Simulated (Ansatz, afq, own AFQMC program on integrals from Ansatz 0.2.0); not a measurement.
# N2H2 (singlet): quantum Monte Carlo beside coupled cluster at distance N1–N2 = 1.064 Å, cc-pVDZ

How near does AFQMC come to the top of the ladder for N2H2 (singlet)?

Method: cc-pVDZ, frozen cores; program: Ansatz 0.2.0, Gaussian basis, and an in-house AFQMC program (afq) on its integrals; all values are calculated.

To be run: PBE (unrestricted); r2SCAN (unrestricted); PBE0 (unrestricted); B3LYP (unrestricted); wB97M-V (unrestricted); B2PLYP (unrestricted); CCSD(T) on RHF; CCSDT(Q) on RHF; Phaseless AFQMC, CISD trial on RHF; UHF.

4 further runs of the same task are left out: 4 that didn't finish.

## Step 1: The system

The geometry derives from a PBE0/def2-TZVP stationary point (not a proven minimum). One bond is set to the value named and the two fragments are kept rigid.

4 atoms, charge 0, spin multiplicity 1.

Atoms are counted from 1 here; the program's logs count them from 0.

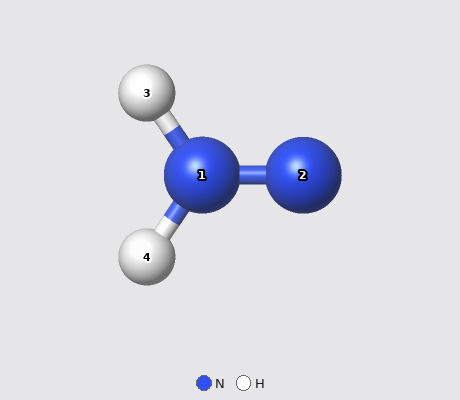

The geometry (nitrogen blue, hydrogen white); atoms are numbered from 1 in the order of the file.

## Step 2: PBE (unrestricted)

in.yaml reads:

```yaml
crystal:
  periodic: [false, false, false]
  atoms:
    - {symbol: N, position_ang: [0.000000, 0.000000, 0.457112]}
    - {symbol: N, position_ang: [0.000000, 0.000000, -0.606888]}
    - {symbol: H, position_ang: [0.000000, 0.865113, 1.040670]}
    - {symbol: H, position_ang: [0.000000, -0.865113, 1.040670]}
basis:
  gaussian: {orbitals: cc-pVDZ}
magnetization: {spin_polarized: true, initial_magnetization: 0}
hamiltonian: {xc: {name: PBE}}
output: {orbitals: {seedname: orbitals}}
```

Command:

```console
> ansatz run in.yaml --threads 1 --pin off --events-out ev --progress --plain --max-ram 1382MiB
```

What it wrote:

```text
Functional definition: PBE
  name "PBE"
  cite "Perdew, Burke & Ernzerhof, Phys. Rev. Lett. 77, 3865 (1996) doi:10.1103/PhysRevLett.77.3865"
  parent pbe
  parameter kappa = 0.804
  parameter beta = 0.06672455060314922
  exchange = pbe_x(kappa = kappa, mu = beta*pi^2/3)
  correlation = pbe_c(beta = beta)
512 factors; their error is unknown
mean field evaluation 1: about -3000.3105 eV, gradient 3.2e1 eV
mean field evaluation 2: about -2989.8101 eV, gradient 5.5e1 eV
mean field evaluation 4: about -3005.0449 eV, gradient 4.2e0 eV
mean field evaluation 8: about -3005.0873 eV, gradient 1.6e-2 eV
mean field -3005.08730165 eV, -110.4349214145 hartree, gradient 2.6e-5 eV, S^2 0.000000; 0 other end points of the search recorded, 0 dependent functions left out
reference -3005.08731937 eV, -110.4349220655 hartree; 8, 8 occupied and 30, 30 virtual orbitals, 512 factors
Total energy: -3005.08731937 eV, -110.4349220655 hartree
```

Wall time 0.57 s (1 thread of Arm Neoverse V2, shared host).

From the report: ⟨S²⟩ of the determinant 0.000 (pure singlet: 0.00).

## Step 3: r2SCAN (unrestricted)

Edit in.yaml of step 2 so:

```diff
@@ -10,3 +10,2 @@
 magnetization: {spin_polarized: true, initial_magnetization: 0}
-hamiltonian: {xc: {name: PBE}}
-output: {orbitals: {seedname: orbitals}}
+hamiltonian: {xc: {name: r2SCAN}}
```

Same command.

What it wrote:

```text
Functional definition: r2SCAN
  name "r2SCAN"
  cite "Furness, Kaplan, Ning, Perdew & Sun, J. Phys. Chem. Lett. 11, 8208 (2020) doi:10.1021/acs.jpclett.0c02405"
  cite "Furness, Kaplan, Ning, Perdew & Sun, J. Phys. Chem. Lett. 11, 9248 (2020) doi:10.1021/acs.jpclett.0c03077"
  parent r2scan
  parameter k0 = 0.174
  parameter k1 = 0.065
  parameter a1 = 4.9479
  exchange = r2scan_x(k0 = k0, k1 = k1, a1 = a1)
  correlation = r2scan_c
512 factors; their error is unknown
mean field evaluation 1: about -3002.9841 eV, gradient 2.9e1 eV
mean field evaluation 2: about -2998.5664 eV, gradient 4.2e1 eV
mean field evaluation 4: about -3006.8779 eV, gradient 2.2e0 eV
mean field evaluation 8: about -3006.8805 eV, gradient 1.6e-2 eV
mean field -3006.88050774 eV, -110.5008205226 hartree, gradient 1.8e-6 eV, S^2 0.000000; 0 other end points of the search recorded, 0 dependent functions left out
reference -3006.88051390 eV, -110.5008207491 hartree; 8, 8 occupied and 30, 30 virtual orbitals, 512 factors
Total energy: -3006.88051390 eV, -110.5008207491 hartree
```

It took 1.1 s on 1 thread of Arm Neoverse V2, shared host.

From the report: ⟨S²⟩ of the determinant 0.000 (pure singlet: 0.00).

## Step 4: PBE0 (unrestricted)

Edit in.yaml of step 3 so:

```diff
@@ -10,2 +10,3 @@
 magnetization: {spin_polarized: true, initial_magnetization: 0}
-hamiltonian: {xc: {name: r2SCAN}}
+hamiltonian: {xc: {name: PBE0}}
+output: {orbitals: {seedname: orbitals}}
```

Same command.

What it wrote:

```text
Functional definition: PBE0
  name "PBE0"
  cite "Adamo & Barone, J. Chem. Phys. 110, 6158 (1999) doi:10.1063/1.478522"
  cite "Perdew, Burke & Ernzerhof, Phys. Rev. Lett. 77, 3865 (1996) doi:10.1103/PhysRevLett.77.3865"
  parent pbe
  parameter a = 0.25
  parameter kappa = 0.804
  parameter beta = 0.06672455060314922
  exchange = (1 - a)*pbe_x(kappa = kappa, mu = beta*pi^2/3) + a*exact_x
  correlation = pbe_c(beta = beta)
358 factors; integrals over basis functions are off by at most 1.3e-3 eV
mean field evaluation 1: about -3002.1267 eV, gradient 2.6e1 eV
mean field evaluation 2: about -3000.5572 eV, gradient 3.2e1 eV
mean field evaluation 4: about -3005.1868 eV, gradient 1.4e0 eV
mean field evaluation 8: about -3005.1899 eV, gradient 2.0e-3 eV
mean field evaluation 16: about -3005.1899 eV, gradient 3.5e-5 eV
mean field -3005.18991622 eV, -110.4386924303 hartree, gradient 3.5e-5 eV, S^2 0.000000; 1 other end points of the search recorded, 0 dependent functions left out
reference -3005.18992878 eV, -110.4386928916 hartree; 8, 8 occupied and 30, 30 virtual orbitals, 358 factors
Total energy: -3005.18992878 eV, -110.4386928916 hartree
```

It took 0.57 s on 1 thread of Arm Neoverse V2, shared host.

From the report: ⟨S²⟩ of the determinant 0.000 (pure singlet: 0.00).

## Step 5: B3LYP (unrestricted)

Edit in.yaml of step 4 so:

```diff
@@ -10,3 +10,2 @@
 magnetization: {spin_polarized: true, initial_magnetization: 0}
-hamiltonian: {xc: {name: PBE0}}
-output: {orbitals: {seedname: orbitals}}
+hamiltonian: {xc: {name: B3LYP}}
```

Launched as before.

What it wrote (excerpt; [...] marks lines left out):

```text
Functional definition: B3LYP
  name "B3LYP"
  cite "Stephens, Devlin, Chabalowski & Frisch, J. Phys. Chem. 98, 11623 (1994) doi:10.1021/j100096a001"
  cite "Becke, Phys. Rev. A 38, 3098 (1988) doi:10.1103/PhysRevA.38.3098"
  cite "Lee, Yang & Parr, Phys. Rev. B 37, 785 (1988) doi:10.1103/PhysRevB.37.785"
  cite "Vosko, Wilk & Nusair, Can. J. Phys. 58, 1200 (1980) doi:10.1139/p80-159"
[...]
358 factors; integrals over basis functions are off by at most 1.3e-3 eV
[...]
mean field -3008.58763832 eV, -110.5635564144 hartree, gradient 3.9e-5 eV, S^2 0.000000; 0 other end points of the search recorded, 0 dependent functions left out
reference -3008.58777428 eV, -110.5635614108 hartree; 8, 8 occupied and 30, 30 virtual orbitals, 358 factors
Total energy: -3008.58777428 eV, -110.5635614108 hartree
```

Run time: 0.54 s. Hardware: 1 thread of Arm Neoverse V2, shared host.

From the report: ⟨S²⟩ of the determinant 0.000 (pure singlet: 0.00).

## Step 6: wB97M-V (unrestricted)

Edit in.yaml of step 5 so:

```diff
@@ -10,2 +10,3 @@
 magnetization: {spin_polarized: true, initial_magnetization: 0}
-hamiltonian: {xc: {name: B3LYP}}
+hamiltonian: {xc: {name: wB97M-V}}
+output: {orbitals: {seedname: orbitals}}
```

Same command.

What it wrote (excerpt; [...] marks lines left out):

```text
Functional definition: wB97M-V
  name "wB97M-V"
  cite "Mardirossian & Head-Gordon, J. Chem. Phys. 144, 214110 (2016) doi:10.1063/1.4952647"
  cite "Becke, J. Chem. Phys. 107, 8554 (1997) doi:10.1063/1.475007"
  cite "Vydrov & Van Voorhis, J. Chem. Phys. 133, 244103 (2010) doi:10.1063/1.3521275"
  # Of w^i u^j: cxij and so on, Table III.
[...]
  gx(w, u) = 1 - cx + cx01*u + cx10*w
  gss(w, u) = css00 + css04*u^4 + css10*w + css20*w^2 + css43*w^4*u^3
  gos(w, u) = cos00 + cos10*w + (cos20 + cos21*u)*w^2 + (cos60 + cos61*u)*w^6
[...]
      + integral(e_c_pw_mod_opposite_spin*gos(b97_w_opposite, b97_u_opposite)) + vv10(b, c)
358 factors; integrals over basis functions are off by at most 1.3e-3 eV
100 factors; integrals over basis functions are off by at most 6.9e-6 eV
[...]
mean field -3007.47642762 eV, -110.5227201745 hartree, gradient 1.9e-5 eV, S^2 0.000000; 0 other end points of the search recorded, 0 dependent functions left out
reference -3007.47644993 eV, -110.5227209940 hartree; 8, 8 occupied and 30, 30 virtual orbitals, 358 factors
Total energy: -3007.47644993 eV, -110.5227209940 hartree
```

Run time: 2 s. Hardware: 1 thread of Arm Neoverse V2, shared host.

From the report: ⟨S²⟩ of the determinant 0.000 (pure singlet: 0.00).

## Step 7: B2PLYP (unrestricted)

Edit in.yaml of step 6 so:

```diff
@@ -10,3 +10,3 @@
 magnetization: {spin_polarized: true, initial_magnetization: 0}
-hamiltonian: {xc: {name: wB97M-V}}
-output: {orbitals: {seedname: orbitals}}
+hamiltonian: {xc: {name: B2PLYP}}
+correlation: {electrons: outside_noble_gas}
```

The command is unchanged.

What it wrote (excerpt; [...] marks lines left out):

```text
Functional definition: B2PLYP
  name "B2PLYP"
  cite "Grimme, J. Chem. Phys. 124, 034108 (2006) doi:10.1063/1.2148954"
  cite "Becke, Phys. Rev. A 38, 3098 (1988) doi:10.1103/PhysRevA.38.3098"
  cite "Lee, Yang & Parr, Phys. Rev. B 37, 785 (1988) doi:10.1103/PhysRevB.37.785"
[...]
358 factors; integrals over basis functions are off by at most 1.3e-3 eV
[...]
mean field -3002.80316475 eV, -110.3509809315 hartree, gradient 7.9e-6 eV, S^2 0.000000; 2 other end points of the search recorded, 0 dependent functions left out
2 core orbitals not correlated: weight in the atoms' cores, before any rotation towards them, 1.000 or more for the frozen orbitals, at most 0.000 for the correlated occupied ones
reference -3002.80324779 eV, -110.3509839831 hartree; 6, 6 occupied and 30, 30 virtual orbitals, 358 factors
second order -10.26784406 eV of doubles, -0.00000000 eV of singles
Total energy: -3005.57556569 eV, -110.4528647867 hartree
```

Run time: 0.78 s. Hardware: 1 thread of Arm Neoverse V2, shared host.

From the report: ⟨S²⟩ of the determinant 0.000 (pure singlet: 0.00).

## Step 8: CCSD(T) on RHF

Edit in.yaml of step 7 so:

```diff
@@ -9,4 +9,3 @@
   gaussian: {orbitals: cc-pVDZ}
-magnetization: {spin_polarized: true, initial_magnetization: 0}
-hamiltonian: {xc: {name: B2PLYP}}
-correlation: {electrons: outside_noble_gas}
+magnetization: {spin_polarized: false}
+correlation: {method: ccsd_t, electrons: outside_noble_gas, hamiltonian_folder: ham}
```

Same command.

What it wrote (excerpt; [...] marks lines left out):

```text
Functional definition: HF
  name "HF"
  cite "Fock, Z. Phys. 61, 126 (1930) doi:10.1007/BF01340294"
  parent pbe
[...]
358 factors; integrals over basis functions are off by at most 1.3e-3 eV
[...]
mean field -2991.39814778 eV, -109.9318542885 hartree, gradient 1.1e-6 eV, S^2 0.000000; 0 other end points of the search recorded, 0 dependent functions left out
2 core orbitals not correlated: weight in the atoms' cores, before any rotation towards them, 1.000 or more for the frozen orbitals, at most 0.000 for the correlated occupied ones
reference -2991.39814778 eV, -109.9318542885 hartree; 6, 6 occupied and 30, 30 virtual orbitals, 358 factors
second order -8.36819741 eV of doubles, -0.00000000 eV of singles
cycle   1  -8.63789166 eV  change   -2.7e-1 eV  update   6.7e-2
[...]
cycle   9  -8.93433072 eV  change   -5.2e-6 eV  update   1.2e-5
perturbative correction -0.25476297 eV, -0.0093623664 hartree
Total energy: -3000.58724147 eV, -110.2695472530 hartree
```

Run time: 0.24 s. Hardware: 1 thread of Arm Neoverse V2, shared host.

From the report: correlation -9.1891 eV; T1 0.017; largest double amplitude 0.08.

This run also writes the integrals to the folder ham.

## Step 9: CCSDT(Q) on RHF

Edit in.yaml of step 8 so:

```diff
@@ -10,2 +10,2 @@
 magnetization: {spin_polarized: false}
-correlation: {method: ccsd_t, electrons: outside_noble_gas, hamiltonian_folder: ham}
+correlation: {method: ccsdt_q, electrons: outside_noble_gas}
```

Same command.

What it wrote (excerpt; [...] marks lines left out):

```text
Functional definition: HF
  name "HF"
  cite "Fock, Z. Phys. 61, 126 (1930) doi:10.1007/BF01340294"
  parent pbe
[...]
706 factors; integrals over basis functions are off by at most 2.1e-7 eV
[...]
mean field -2991.39817980 eV, -109.9318554651 hartree, gradient 1.0e-6 eV, S^2 0.000000; 0 other end points of the search recorded, 0 dependent functions left out
2 core orbitals not correlated: weight in the atoms' cores, before any rotation towards them, 1.000 or more for the frozen orbitals, at most 0.000 for the correlated occupied ones
reference -2991.39817980 eV, -109.9318554651 hartree; 6, 6 occupied and 30, 30 virtual orbitals, 706 factors
second order -8.36820977 eV of doubles, -0.00000000 eV of singles
cycle   1  -8.63787647 eV  change   -2.7e-1 eV  update   7.6e-2
[...]
cycle  15  -9.20089645 eV  change   -9.7e-7 eV  update   6.6e-7
perturbative correction -0.02252145 eV, -0.0008276480 hartree
Total energy: -3000.62159770 eV, -110.2708098212 hartree
```

Run time: 3.6 s. Hardware: 1 thread of Arm Neoverse V2, shared host.

From the report: correlation -9.2234 eV; T1 0.018; largest double amplitude 0.09.

## Step 10: Phaseless AFQMC, CISD trial on RHF

It reads the integrals that the CCSD(T) run on this determinant wrote.

Command:

```console
> afq ham --method phaseless --trial cisd --walkers 60 --populations 1 --least-time 40 --time-step 0.005 --steps-per-block 50 --equilibration-blocks 28 --max-blocks 300 --target-error 0.00042 --factor-cut 1e-05 --seed 5693 --release-times 0.24,0.51,0.99,1.62,2.4 --release-step 0.03 --release-every 4 --taylor-order 6
```

What it wrote:

```text
orbitals 36  electrons 6 6  factors 287 of 358
reference energy -109.93185429 Eh
CCSD correlation -0.32833051 Eh in 10 cycles, weight of the determinant in the CISD state 0.8941
energy of the start -110.260185 Eh
 block  time / (1/Eh)  mean weight  energy / Eh
     1     0.250  1.0012  -110.257059
     2     0.500  1.0023  -110.268385
     3     0.750  1.0035  -110.268346
     4     1.000  0.9985  -110.267361
     5     1.250  0.9995  -110.268341
     6     1.500  0.9983  -110.259984
     7     1.750  0.9987  -110.264268
     8     2.000  1.0003  -110.267474
     9     2.250  1.0027  -110.276378
    10     2.500  0.9993  -110.276647
    17     4.250  1.0008  -110.265172
    25     6.250  1.0008  -110.263929
    33     8.250  0.9990  -110.260913
    41    10.250  0.9989  -110.277667
    49    12.250  0.9979  -110.268215
    57    14.250  1.0012  -110.279367
    65    16.250  1.0032  -110.262136
    73    18.250  0.9988  -110.270951
    81    20.250  0.9963  -110.281157
    89    22.250  0.9994  -110.264630
    97    24.250  1.0012  -110.323590
   105    26.250  0.9980  -110.270311
   113    28.250  1.0002  -110.263703
   121    30.250  1.0004  -110.273627
   129    32.250  1.0012  -110.264921
   137    34.250  0.9996  -110.267252
   145    36.250  1.0024  -110.273694
   153    38.250  1.0010  -110.265786
   161    40.250  0.9979  -110.273258
   169    42.250  0.9971  -110.271627
   177    44.250  0.9979  -110.265601
   185    46.250  0.9996  -110.267559
   193    48.250  0.9991  -110.274256
   201    50.250  0.9993  -110.262462
   209    52.250  0.9962  -110.276777
   217    54.250  1.0034  -110.269157
   225    56.250  1.0026  -110.265174
   233    58.250  0.9982  -110.266839
   241    60.250  0.9995  -110.270367
   249    62.250  1.0028  -110.266613
   257    64.250  0.9969  -110.264726
   265    66.250  1.0034  -110.273355
   273    68.250  0.9985  -110.275851
   281    70.250  1.0003  -110.288211
   289    72.250  0.9998  -110.269128
   297    74.250  1.0025  -110.266265
   305    76.250  0.9966  -110.266422
   313    78.250  0.9987  -110.267299
   321    80.250  1.0017  -110.269942
blocks merged  error / Eh  count
     1  0.000383  300
     2  0.000465  150
     4  0.000536  75
     8  0.000639  37
    16  0.000633  18
    32  0.000649  9
released: time / (1/Eh)  energy / Eh  error  mean overlap
  0.24  -110.270013  0.000512  1.0053
  0.51  -110.270456  0.000610  1.0112
  0.99  -110.272033  0.000629  0.9916
  1.62  -110.271865  0.000595  0.9770
  2.40  -110.270830  0.000730  0.9746
energy -110.269697 +/- 0.000639 Eh
```

Wall time 2.8 min (1 thread of Arm Neoverse V2, shared host).

Energy -3000.5913 ± 0.0174 eV. Caveats: constraint bias not in the error; error above the target.

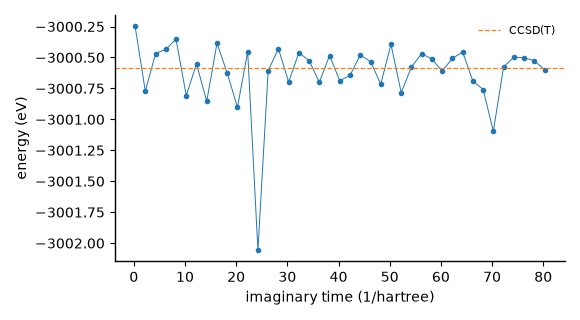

Block energies along the walk.

## Step 11: UHF

Edit in.yaml of step 9 so:

```diff
@@ -9,3 +9,4 @@
   gaussian: {orbitals: cc-pVDZ}
-magnetization: {spin_polarized: false}
-correlation: {method: ccsdt_q, electrons: outside_noble_gas}
+magnetization: {spin_polarized: true, initial_magnetization: 0}
+hamiltonian: {xc: hf}
+output: {orbitals: {seedname: orbitals}}
```

Command:

```console
> ansatz run in.yaml --threads 1 --pin off --events-out ev --progress --plain --max-ram 1382MiB
```

What it wrote:

```text
Functional definition: HF
  name "HF"
  cite "Fock, Z. Phys. 61, 126 (1930) doi:10.1007/BF01340294"
  parent pbe
  exchange = exact_x
  correlation = 0
358 factors; integrals over basis functions are off by at most 1.3e-3 eV
mean field evaluation 1: about -2989.8121 eV, gradient 1.8e1 eV
mean field evaluation 2: about -2989.8137 eV, gradient 1.8e1 eV
mean field evaluation 4: about -2991.3693 eV, gradient 1.7e0 eV
mean field evaluation 8: about -2991.3981 eV, gradient 4.8e-4 eV
mean field evaluation 16: about -2991.1021 eV, gradient 1.6e0 eV
mean field evaluation 32: about -2985.0615 eV, gradient 1.6e1 eV
mean field -2991.39814778 eV, -109.9318542885 hartree, gradient 6.1e-6 eV, S^2 0.000000; 0 other end points of the search recorded, 0 dependent functions left out
reference -2991.39814778 eV, -109.9318542885 hartree; 8, 8 occupied and 30, 30 virtual orbitals, 358 factors
Total energy: -2991.39814778 eV, -109.9318542885 hartree
```

It took 0.15 s on 1 thread of Arm Neoverse V2, shared host.

From the report: ⟨S²⟩ of the determinant 0.000 (pure singlet: 0.00).

## Step 12: All levels side by side

On the RHF determinant, counted from CCSDT(Q) (a yardstick, not exact):

```
                                              level  energy (eV)  from CCSDT(Q) (kJ/mol)  statistical error (kJ/mol)     time
                                                 HF   -2991.3981                  +889.9                                     
                                                MP2   -2999.7663                   +82.5                                     
                                               CCSD   -3000.3325                   +27.9                                     
                                            CCSD(T)   -3000.5872                    +3.3                                     
                                           CCSDT(Q)   -3000.6216                     0.0                                     
Phaseless AFQMC, CISD trial, step 0.005, 60 walkers   -3000.5913                    +2.9                         1.7  2.8 min
```

The functionals' totals stand on their own zeros and serve differences with other points: PBE -3005.087 eV; r2SCAN -3006.881 eV; PBE0 -3005.190 eV; B3LYP -3008.588 eV; wB97M-V -3007.476 eV; B2PLYP -3005.576 eV.

## Step 13: What came out

```
                                        quantity              value
                    CCSD(T) on RHF from CCSDT(Q)        +3.3 kJ/mol
Phaseless AFQMC, CISD trial on RHF from CCSDT(Q)  +2.9 ± 1.7 kJ/mol
```

What this shows: On RHF the phaseless walk with the CISD trial lies +2.9 kJ/mol from CCSDT(Q), within three error bars. Error bars are statistical and leave out the constraint, the time step and what remains of the start.
